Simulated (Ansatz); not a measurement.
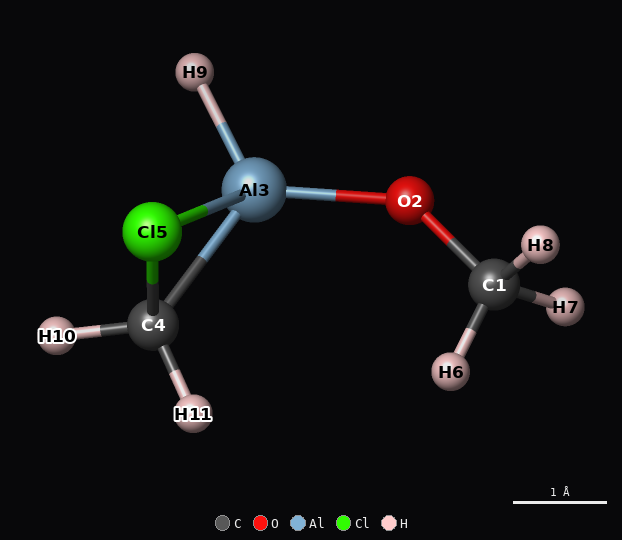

The atoms are numbered. Computed geometry: PBE0-D4/def2-TZVP optimisation. No frequency run is at hand to confirm it as a minimum.

Give the bond lengths.

```tsv
bond	length (Å)
C1–O2	1.394
C1–H6	1.098
C1–H7	1.095
C1–H8	1.096
O2–Al3	1.685
Al3–C4	1.956
Al3–Cl5	2.553
Al3–H9	1.571
C4–Cl5	1.846
C4–H10	1.087
C4–H11	1.088
```
